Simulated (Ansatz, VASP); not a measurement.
# SnTe2 in two plane-wave programs

One calculation is typed for both programs; each brings its own data sets. How far apart do they land? The cell is generated by rule, not measured, and may not be a known phase. The cell is taken from a series of VASP runs on this material, whose earlier steps may have relaxed, scaled or displaced it; both programs get it as it stands. Valence electrons are named where the data sets of a main pair hold unlike numbers.

Program: Ansatz 0.2.0. Level of theory: plane waves, with VASP 6.6.1 beside it; band structure at PBE, spin-orbit coupling. Results are calculated unless marked as measured.

The structure was built from a prototype and need not be the compound's stable phase.

## 1. The structure

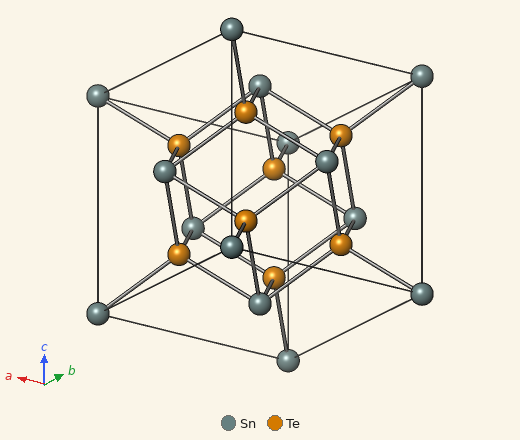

The starting structure, seen from a free direction (tin teal, tellurium orange). This picture shows the conventional cell, with its axes. Some periodic images of atoms are drawn too.

Coordinates:

```cif
data_structure
_symmetry_space_group_name_H-M 'Fm-3m'
_symmetry_Int_Tables_number 225
_cell_length_a 7.5896
_cell_length_b 7.5896
_cell_length_c 7.5896
_cell_angle_alpha 90.000
_cell_angle_beta 90.000
_cell_angle_gamma 90.000
_cell_volume 437.18
loop_
_atom_site_label
_atom_site_type_symbol
_atom_site_symmetry_multiplicity
_atom_site_Wyckoff_symbol
_atom_site_fract_x
_atom_site_fract_y
_atom_site_fract_z
_atom_site_occupancy
Sn1 Sn 4 a 0.00000 0.00000 0.00000 1
Te1 Te 8 c 0.25000 0.75000 0.75000 1
```

## 2. Ansatz: band structure, PBE, spin-orbit coupling

Ansatz runs on its fully relativistic PAW (standard-fr) files.

With cell and atoms fixed, the geometry can't cause a difference; cores, projectors, grids and the points listed under the comparison can.

input.yaml reads:

```yaml
crystal:
  lattice:
    - [0.0, 3.79481, 3.79481]
    - [3.79481, 0.0, 3.79481]
    - [3.79481, 3.79481, 0.0]
  atoms:
    - { symbol: Sn, position: [0.0, 0.0, 0.0] }
    - { symbol: Te, position: [0.25, 0.25, 0.25] }
    - { symbol: Te, position: [0.75, 0.75, 0.75] }
hamiltonian:
  xc: pbe
  pseudopotentials: { kind: paw_fr }
magnetization:
  noncollinear: true
  spin_orbit: true
kpoints:
  mp_grid: { grid: [6, 6, 6] }
  band_path:
    path:
      - [0.0, 0.0, 0.0]
      - [0.16667, 0.0, 0.16667]
      - [0.33333, 0.0, 0.33333]
      - [0.5, 0.0, 0.5]
      - [0.5, 0.08333, 0.58333]
      - [0.5, 0.18333, 0.68333]
      - [0.5, 0.25, 0.75]
      - [0.45, 0.3, 0.75]
      - [0.40833, 0.34167, 0.75]
      - [0.35, 0.35, 0.7]
      - [0.225, 0.225, 0.45]
      - [0.075, 0.075, 0.15]
      - [0.03333, 0.03333, 0.03333]
      - [0.23333, 0.23333, 0.23333]
      - [0.4, 0.4, 0.4]
      - [0.51667, 0.46667, 0.51667]
      - [0.55833, 0.38333, 0.55833]
      - [0.60833, 0.28333, 0.60833]
      - [0.60833, 0.25, 0.64167]
      - [0.55833, 0.25, 0.69167]
      - [0.51667, 0.25, 0.73333]
      - [0.5, 0.3, 0.7]
      - [0.5, 0.38333, 0.61667]
      - [0.5, 0.48333, 0.51667]
      - [0.475, 0.475, 0.55]
      - [0.425, 0.425, 0.65]
      - [0.38333, 0.38333, 0.73333]
      - [0.59167, 0.18333, 0.59167]
      - [0.55, 0.1, 0.55]
      - [0.5, 0.0, 0.5]
    npoints: 1
scf:
  occupations: { method: gaussian, width: 0.02 }
  n_extra_bands: 14
output:
  forces: true
  stress: true
  eigenvalues: true
  write_density: true
  write_potential: true
  elf: true
  volumetric_format: npy
```

Started as:

```
$ ansatz run input.yaml --threads 2 --pin off --max-ram 4608MiB --backend cpu --events-out ev --progress --plain --runs-dir out
```

Numbers of over 12 decimals in the logs are rounded to 6 here.

The log of the run:

```text
scf.n_extra_bands = 14 over 46 filled bands (N_el = 46.0): the run solves 60 bands
Engine: ansatz 0.2.0, aarch64-unknown-linux-gnu
Pseudopotentials: kind: paw_fr
Pseudopotential: Sn, paw_fr, valence charge 14, recommended cutoff 420 eV (normal), Sn.paw.azcp#standard-fr
Pseudopotential: Te, paw_fr, valence charge 16, recommended cutoff 420 eV (normal), Te.paw.azcp#standard-fr
Functional definition: PBE
  parameter kappa = 0.804
  parameter beta = 0.066725
  exchange = pbe_x(kappa = kappa, mu = beta*pi^2/3)
  correlation = pbe_c(beta = beta)
non-collinear run that drives no moment, with spin-orbit: no starting moment large enough to seed its density (crystal.atoms[].spin), no starting occupations that ask for one, no magnetisation constraint and no magnetic field, so the semilocal B_xc is pinned to zero
Crystal: 3 atoms, lattice volume = 109.295 Å³
Basis set: ecut = 420 eV, 2109 PW (Γ), exchange–correlation on 72×72×72 points (8 copies of the dense FFT grid, shifted against one another)
Bands: 60, of which v1, the nominal top of the filled ones, is band 46 counted from 1 (45 counted from 0)
Symmetry: 48 space group operations + 48 with time reversal
Magnetic group: BNS 225.117 (UNI 1619), of the structure as read, at distance tolerance 4.8e-5 Å
k-points: 16 of 216
Projection manifold: j_resolved (fully-relativistic pseudo-atomic orbitals)
Non-local potential: Sn, projectors of the file, l = 0: 2, l = 1: 4, l = 2: 4, l = 3: 4
Non-local potential: Te, projectors of the file, l = 0: 2, l = 1: 4, l = 2: 4, l = 3: 4
PAW form: soft (Blöchl's): semilocal exchange-correlation on the pseudo side does not see the compensation charge
PAW one-centre angular grid: Sn, 590 points (default); XC on 64 Gauss nodes
PAW one-centre angular grid: Te, 590 points (default); XC on 64 Gauss nodes
Initial density: superposition of atomic densities (chi_scale 0.1, normalization cell, long waves kept (reshape's long-wave potential 0.00 eV rms))
Initial wavefunctions: pseudopotential atomic-orbital guess
Functional: x = pbe(κ = 0.804, μ = 0.219515), c = pbe(β = 0.066725)
SCF iter   1: F=—  HF=-19991.384729 eV  |F-HF|=—  |Δ(HF+E_count)|=         —  Δρ=8.90e-3  dr2=8.40e-2  dr2_m=0.00e0 (ungated)  ethr=3.10e-3  |M|=0.00e0 ∫|m|=0.00e0 μB  |m|>n=0.0e0 m-floor=0.0e0 τ_xc=0.0e0  β_m=0.30  ⟨swp⟩=8.8  Hψ=2443  notcnv=0  defer=40
preconditioner: auto → Resta (q_TF=auto, 2.362 Å⁻¹)  ε∞=3.6  [insulator: Δε(μ)=0.038 eV  Ē_g=8.857 eV  σ=0.020 eV  W_gap=0.61  n_scr=26 (ndim 8)  ℏωp=14.2 eV  f_vac=0.069  D(μ)=6.50/eV (n_scr^D=58)  ε∞_Penn≈3.6]
spin=Noncollinear: Resta preconditioning applied to the charge; magnetization (m_x, m_y, m_z) channels mix plain (no charge-response kernel on spin).
SCF iter   2: F=—  HF=-19991.381563 eV  |F-HF|=—  |Δ(HF+E_count)|=   3.17e-3  Δρ=6.73e-3  dr2=5.05e-2  dr2_m=0.00e0 (ungated)  ethr=1.83e-4  |M|=0.00e0 ∫|m|=0.00e0 μB  |m|>n=0.0e0 m-floor=0.0e0 τ_xc=0.0e0  β_m=0.65  ⟨swp⟩=2.0  Hψ=675  notcnv=0  defer=100
SCF iter   3: F=—  HF=-19991.382921 eV  |F-HF|=—  |Δ(HF+E_count)|=   1.36e-3  Δρ=7.83e-4  dr2=1.26e-3  dr2_m=0.00e0 (ungated)  ethr=1.10e-4  |M|=0.00e0 ∫|m|=0.00e0 μB  |m|>n=0.0e0 m-floor=0.0e0 τ_xc=0.0e0  β_m=0.69  ⟨swp⟩=2.8  Hψ=784  notcnv=0  defer=106
SCF iter   4: F=—  HF=-19991.383013 eV  |F-HF|=—  |Δ(HF+E_count)|=   9.23e-5  Δρ=3.13e-4  dr2=2.63e-4  dr2_m=0.00e0 (ungated)  ethr=2.75e-6  |M|=0.00e0 ∫|m|=0.00e0 μB  |m|>n=0.0e0 m-floor=0.0e0 τ_xc=0.0e0  β_m=0.76  ⟨swp⟩=2.2  Hψ=810  notcnv=0  defer=106
SCF iter   5: F=—  HF=-19991.383217 eV  |F-HF|=—  |Δ(HF+E_count)|=   2.04e-4  Δρ=1.55e-4  dr2=6.53e-5  dr2_m=0.00e0 (ungated)  ethr=5.73e-7  |M|=0.00e0 ∫|m|=0.00e0 μB  |m|>n=0.0e0 m-floor=0.0e0 τ_xc=0.0e0  β_m=0.88  ⟨swp⟩=1.9  Hψ=498  notcnv=0  defer=106
SCF iter   6: F=—  HF=-19991.383313 eV  |F-HF|=—  |Δ(HF+E_count)|=   9.57e-5  Δρ=3.40e-5  dr2=1.71e-6  dr2_m=0.00e0 (ungated)  ethr=1.42e-7  |M|=0.00e0 ∫|m|=0.00e0 μB  |m|>n=0.0e0 m-floor=0.0e0 τ_xc=0.0e0  β_m=0.94  ⟨swp⟩=2.0  Hψ=557  notcnv=0  defer=106
SCF iter   7: F=-19991.383322 eV  HF=-19991.383322 eV  |F-HF|=3.15e-7  |Δ(HF+E_count)|=   9.03e-6  Δρ=7.36e-6  dr2=8.18e-8  dr2_m=0.00e0 (ungated)  ethr=2.17e-10  |M|=0.00e0 ∫|m|=0.00e0 μB  |m|>n=0.0e0 m-floor=0.0e0 τ_xc=0.0e0  ⟨swp⟩=15.2  Hψ=3817  notcnv=0
SCF 1 converged in 7 iterations: F = -19991.383322 eV  dr2 = 8.18e-8
  greatest PAW one-centre occupation: 0.997 electrons in one spin orbital (limit 2), on the Te atom at site 2 (counted from 0), in its partial waves of l = 2
NSCF: frozen V_eff on 30 k-points
SCF converged after 7 iterations
Magnetization: |M| = 0.0000 μB,  M = (+0.0000, +0.0000, +0.0000) μB
Absolute magnetization: 0.0000 μB (∫|m|)
  site 0: m = (+0.0000, +0.0000, +0.0000) μB, |m| = 0.0000 μB  (R = 1.36 Å)
  site 1: m = (+0.0000, +0.0000, +0.0000) μB, |m| = 0.0000 μB  (R = 1.36 Å)
  site 2: m = (+0.0000, +0.0000, +0.0000) μB, |m| = 0.0000 μB  (R = 1.36 Å)
Free energy (F): -19991.383322 eV
Harris-Foulkes:  -19991.383322 eV  (|F-HF|=3.15e-7)
Internal energy: -19991.381979 eV  (E = F + TS)
E sigma→0 (E₀):  -19991.382651 eV
Entropy (-TS):   -0.001343 eV (-0.448 meV/atom)
Fermi energy:    7.239918 eV
--- Per-component energies (eV) ---
  E_band       = -689.114002
  E_kinetic    = 543.663386
  E_local      = -3824.431772  (includes V_loc(G=0)·N_el)
  E_nonlocal   = -652.724050
  E_hartree    = 2328.294031
  E_xc         = -630.216080
  E_vxc        = -302.144412  (∫ρ·V_xc dr)
  E_paw        = -13465.682169  (= ΣΔE_a)
  E_vpaw       = -1110.052340  (= ΣTr[D̂ρ^β])
  E_aug_tail   = -0.000453  (compensation charges beyond the density's cutoff)
  E_ewald      = -4290.284872
  E_smearing   = -0.001343  (= −TS)
  E_closure    = 0.000000  (closes the sum)
  Σ components = -19991.383322   (vs F -19991.383322, Δ=0.00e0)
--- Forces (eV/Å), atoms counted from 1 ---
  atom   1  Sn     0.00000000    -0.00000000     0.00000000
  atom   2  Te    -0.00000000    -0.00000000     0.00000000
  atom   3  Te    -0.00000000    -0.00000000     0.00000000
  max |Σ_I F_I| component: 6.94e-18 eV/Å
--- Stress (GPa, compression-positive) ---
       -1.649909       0.000000       0.000000
        0.000000      -1.649909      -0.000000
       -0.000000      -0.000000      -1.649909
  P = ⅓ Tr σ = -1.6499 GPa (-16.499 kbar)
--- Band table (eV; the first three rows and the last of 16) ---
  k-point 0: bands = [... 42 lower, 5.4341, 5.4341, 6.1574, 6.1574, 6.1574, 6.1574, 8.4296, 8.4296, ... 10 higher]
  k-point 1: bands = [... 42 lower, 5.5594, 5.5594, 6.1044, 6.1044, 6.9465, 6.9465, 8.7086, 8.7086, ... 10 higher]
  k-point 2: bands = [... 42 lower, 5.3579, 5.3579, 5.8822, 5.8822, 7.5420, 7.5420, 9.4994, 9.4994, ... 10 higher]
  k-point 15: bands = [... 42 lower, 6.2055, 6.2055, 7.7274, 7.7274, 7.9909, 7.9909, 9.9286, 9.9286, ... 10 higher]
```

The job ended after 49 s (2 threads of Arm Neoverse N1, shared host; peak memory 0.68 GiB; 96 s of CPU time).

## 3. VASP: band structure, PBE, spin-orbit coupling

The same cell, functional, mesh and smearing now go to VASP, with its own data sets.

Lines of VASP's logs that name or quote its potential files are left out, and so is its time.

INCAR reads:

```
SYSTEM = SnTe2
PREC = Accurate
ENCUT = 400
EDIFF = 1E-06
NELM = 100
ISMEAR = 0
SIGMA = 0.02
LREAL = .FALSE.
ALGO = Normal
GGA = PE
LNONCOLLINEAR = .TRUE.
MAGMOM = 0 0 0 0 0 0 0 0 0
NBANDS = 38
GGA_COMPAT = .FALSE.
LASPH = .TRUE.
LSORBIT = .TRUE.
LORBIT = 11
LWAVE = .FALSE.
LCHARG = .FALSE.
KPAR = 4
ISIF = 2
```

POSCAR reads:

```
SnTe2
1.0
    0.0000000000      3.7948100000      3.7948100000
    3.7948100000      0.0000000000      3.7948100000
    3.7948100000      3.7948100000      0.0000000000
Sn Te
1 2
Direct
    0.0000000000      0.0000000000      0.0000000000
    0.2500000000      0.2500000000      0.2500000000
    0.7500000000      0.7500000000      0.7500000000
```

KPOINTS reads:

```
Automatic mesh
0
Gamma
6 6 6
0 0 0
```

KPOINTS_OPT reads:

```
Line mode
16
Line-mode
Reciprocal
  0.00000000   0.00000000   0.00000000 GAMMA
  0.50000000   0.00000000   0.50000000 X

  0.50000000   0.00000000   0.50000000 X
  0.50000000   0.25000000   0.75000000 W

  0.50000000   0.25000000   0.75000000 W
  0.37500000   0.37500000   0.75000000 K

  0.37500000   0.37500000   0.75000000 K
  0.00000000   0.00000000   0.00000000 GAMMA

  0.00000000   0.00000000   0.00000000 GAMMA
  0.50000000   0.50000000   0.50000000 L

  0.50000000   0.50000000   0.50000000 L
  0.62500000   0.25000000   0.62500000 U

  0.62500000   0.25000000   0.62500000 U
  0.50000000   0.25000000   0.75000000 W

  0.50000000   0.25000000   0.75000000 W
  0.50000000   0.50000000   0.50000000 L

  0.50000000   0.50000000   0.50000000 L
  0.37500000   0.37500000   0.75000000 K

  0.62500000   0.25000000   0.62500000 U
  0.50000000   0.00000000   0.50000000 X
```

Potentials, in the order of the species: Sn_d and Te (PBE family, release 64).

Started as:

```
$ mpirun -np 4 vasp_ncl
```

The log of the run:

```text
[banner, memory and clock lines left out]
running    4 mpi-ranks, on    1 nodes
 distrk:  each k-point on    1 cores,    4 groups
 distr:  one band on    1 cores,    1 groups

 POSCAR found type information on POSCAR SnTe
 POSCAR found :  2 types and       3 ions
 LDA part: xc-table for (Slater+PW92), standard interpolation
 POSCAR, INCAR and KPOINTS ok, starting setup
 FFT: planning ... GRIDC
 FFT: planning ... GRID_SOFT
 FFT: planning ... GRID
 WAVECAR not read
 entering main loop
       N       E                     dE             d eps       ncg     rms          rms(c)
DAV:   1     0.189578157583E+03    0.18958E+03   -0.95740E+03  1228   0.115E+03
DAV:   2     0.156582642553E+02   -0.17392E+03   -0.16675E+03  1286   0.303E+02
DAV:   3    -0.879638123171E+01   -0.24455E+02   -0.23614E+02  1490   0.121E+02
DAV:   4    -0.100437493870E+02   -0.12474E+01   -0.12320E+01  1384   0.295E+01
DAV:   5    -0.100946235448E+02   -0.50874E-01   -0.50860E-01  1730   0.596E+00    0.577E+00
DAV:   6    -0.100675223164E+02    0.27101E-01   -0.55003E-02  1528   0.234E+00    0.375E+00
DAV:   7    -0.100683352245E+02   -0.81291E-03   -0.21150E-02  1490   0.853E-01    0.201E+00
DAV:   8    -0.100696296670E+02   -0.12944E-02   -0.18124E-03  1448   0.287E-01    0.185E-01
DAV:   9    -0.100695222461E+02    0.10742E-03   -0.77790E-04  1562   0.302E-01    0.738E-02
DAV:  10    -0.100696669047E+02   -0.14466E-03   -0.17678E-04  1344   0.716E-02    0.374E-02
DAV:  11    -0.100696883429E+02   -0.21438E-04   -0.10862E-05  1502   0.219E-02    0.206E-02
DAV:  12    -0.100697082734E+02   -0.19931E-04   -0.21534E-05  1178   0.186E-02    0.806E-03
DAV:  13    -0.100697112231E+02   -0.29498E-05   -0.22744E-06  1148   0.934E-03    0.366E-03
DAV:  14    -0.100697121682E+02   -0.94510E-06   -0.18361E-06  1032   0.643E-03
   1 F= -.10069712E+02 E0= -.10068967E+02  d E =-.149084E-02  mag=    -0.0000     0.0000     0.0000
 Start KPOINTS_OPT (optional k-point list driver)
k-point batch [1-16\160]
       N       E                     dE             ncg
DAV:   1     0.550540358823E+03   -0.35567E+04     1216
DAV:   2    -0.219330415796E+04   -0.27438E+04     1264
DAV:   3    -0.258793581616E+04   -0.39463E+03     1416
DAV:   4    -0.261040024947E+04   -0.22464E+02     1392
DAV:   5    -0.261126380426E+04   -0.86355E+00     1634
DAV:   6    -0.261128274291E+04   -0.18939E-01     1632
DAV:   7    -0.261128336586E+04   -0.62295E-03     1722
DAV:   8    -0.261128337166E+04   -0.58073E-05     1536
DAV:   9    -0.261128337178E+04   -0.11302E-06      848
[...]
k-point batch [145-160\160]
       N       E                     dE             ncg
DAV:   1     0.561872949478E+03   -0.89412E+04     1230
DAV:   2    -0.221255781806E+04   -0.27744E+04     1280
DAV:   3    -0.261273510937E+04   -0.40018E+03     1490
DAV:   4    -0.263227313804E+04   -0.19538E+02     1416
DAV:   5    -0.263307578515E+04   -0.80265E+00     1728
DAV:   6    -0.263309113717E+04   -0.15352E-01     1672
DAV:   7    -0.263309167554E+04   -0.53837E-03     1770
DAV:   8    -0.263309168016E+04   -0.46275E-05     1528
DAV:   9    -0.263309168029E+04   -0.12344E-06      926
```

(Continued in part 2 of 2.)

[Lines on the potential files, build, host, timing and source positions are cut from VASP's logs without a mark.]

[Logs are printed without paths, hosts, clocks, repeated set-up lines and the standing remarks that a program may print on its own settings, such as how far it seeks lower states.]

[Hosts, paths, dates, database ids (printed as entryN), source tags and the programs' standing remarks are cut or masked in the printed files.]
